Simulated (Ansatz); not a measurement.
# SnSe (SMILES [Se][Sn]) at HF/STO-3G

Aim: the electronic atomisation energy of SnSe at HF/STO-3G, from 3 runs. 

Program for the calculation: Ansatz 0.2.0.

26 further runs of the same task are left out: 26 set aside as unsound or not needed.

**1. Starting point**

SnSe: 2 atoms, total charge 0, spin state singlet. SMILES: `[Se][Sn]`. The shape is that of a PBE0-D4/def2-TZVP optimisation.

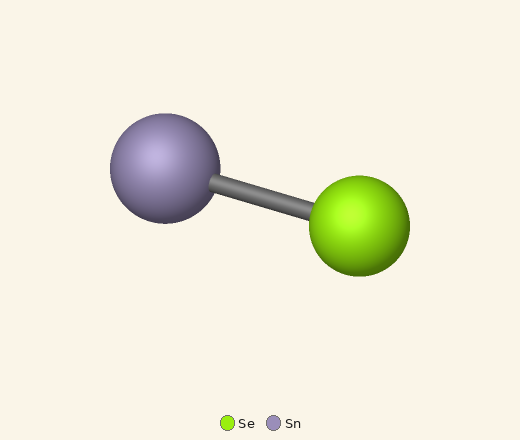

The structure, seen from a chosen angle (selenium green, tin purple).

**2. A single-point energy at HF/STO-3G**

The input, input.yaml:

```yaml
crystal:
  periodic: [false, false, false]
  atoms:
    - {symbol: Se, position_ang: [0.000000, -0.000000, 0.006530]}
    - {symbol: Sn, position_ang: [-0.000000, 0.000000, 2.331810]}
basis:
  gaussian: {orbitals: STO-3G}
hamiltonian: {xc: hf}
accuracy: high
output: {orbitals: {seedname: orbitals}}
```

Started as:

```sh
$ ansatz run input.yaml --threads 1 --pin off --max-ram 3480MiB --events-out events.jsonl --progress --plain --runs-dir runs
```

Log:

```text
Warning: RAYON_NUM_THREADS=1 ignored (pool sized by the plan → 1); use --threads N
Functional definition: HF
  name "HF"
  exchange = exact_x
  correlation = 0
711 factors; integrals over basis functions are off by at most 1.8e-8 eV
mean field evaluation 1: about -226854.8017 eV, gradient 1.9e1 eV
mean field evaluation 2: about -226854.8430 eV, gradient 1.9e1 eV
mean field evaluation 4: about -226857.7973 eV, gradient 9.0e-1 eV
mean field evaluation 8: about -226857.8014 eV, gradient 4.1e-6 eV
mean field -226857.80139870 eV, -8336.8704316616 hartree, gradient 2.7e-8 eV, S^2 0.000000; 0 other end points of the search recorded, 0 dependent functions left out
reference -226857.80139870 eV, -8336.8704316616 hartree; 42, 42 occupied and 3, 3 virtual orbitals, 711 factors
Total energy: -226857.80139870 eV, -8336.8704316616 hartree
```

Wall time 0.68 s (1 thread of Arm Neoverse V2, shared host); peak memory 0.11 GiB.

**3. The Se atom, same level**

The input, input.yaml:

```yaml
crystal:
  periodic: [false, false, false]
  atoms:
    - {symbol: Se, position_ang: [0.000000, 0.000000, 0.000000]}
basis:
  gaussian: {orbitals: STO-3G}
magnetization: {spin_polarized: true, initial_magnetization: 2}
hamiltonian: {xc: hf}
accuracy: high
```

Started as:

```sh
$ ansatz run input.yaml --threads 1 --pin off --max-ram 3480MiB --events-out events.jsonl --progress --plain --runs-dir runs
```

Log:

```text
Warning: RAYON_NUM_THREADS=1 ignored (pool sized by the plan → 1); use --threads N
[... 4 set-up lines as earlier in the session ...]
138 factors; integrals over basis functions are off by at most 4.8e-9 eV
mean field evaluation 1: about -64586.9540 eV, gradient 5.8e-1 eV
mean field evaluation 2: about -64586.9688 eV, gradient 5.8e-1 eV
mean field evaluation 4: about -64586.9693 eV, gradient 2.0e-6 eV
mean field evaluation 8: about -64586.9693 eV, gradient 6.4e-2 eV
mean field evaluation 16: about -64586.9693 eV, gradient 5.6e-5 eV
mean field -64586.96930127 eV, -2373.5273432013 hartree, gradient 5.8e-9 eV, S^2 2.000000; 0 other end points of the search recorded, 0 dependent functions left out
reference -64586.96930127 eV, -2373.5273432013 hartree; 18, 16 occupied and 0, 2 virtual orbitals, 138 factors
Total energy: -64586.96930127 eV, -2373.5273432013 hartree
```

Wall time 0.06 s (1 thread of Arm Neoverse V2, shared host).

**4. The Sn atom**

The input, in.yaml:

```yaml
crystal:
  periodic: [false, false, false]
  atoms:
    - {symbol: Sn, position_ang: [0.000000, 0.000000, 0.000000]}
basis:
  gaussian: {orbitals: STO-3G}
magnetization: {spin_polarized: true, initial_magnetization: 2}
accuracy: high
hamiltonian: {xc: hf}
```

Run the same way, it converges to -5963.20613 Eh (log not shown).

**5. Results**

At HF/STO-3G:

| quantity | value |
| --- | --- |
| molecule: total energy | -8336.87043 Eh |
| molecule: HOMO energy | -5.82 eV |
| molecule: LUMO energy | 4.32 eV |
| molecule: HOMO–LUMO gap | 10.14 eV |
| Se atom: total energy | -2373.52734 Eh |
| Se atom: ⟨S²⟩ | 2.000 |
| Sn atom: total energy | -5963.20613 Eh |
| Sn atom: ⟨S²⟩ | 2.000 |
| electronic atomisation energy | 3.727 eV |

Taking the molecule apart into free atoms costs 3.73 eV (360 kJ/mol), before zero-point energy and without spin-orbit coupling. Hartree–Fock lacks the correlation of the bonding pairs, which as a rule makes this value much too low; in minimal bases other errors can mask that. In a minimal basis such a difference can be off by several eV, whatever the method. Relativity is left out (molecule) although the molecule holds a heavy atom. Relativity is left out (Sn atom) although the molecule holds a heavy atom.
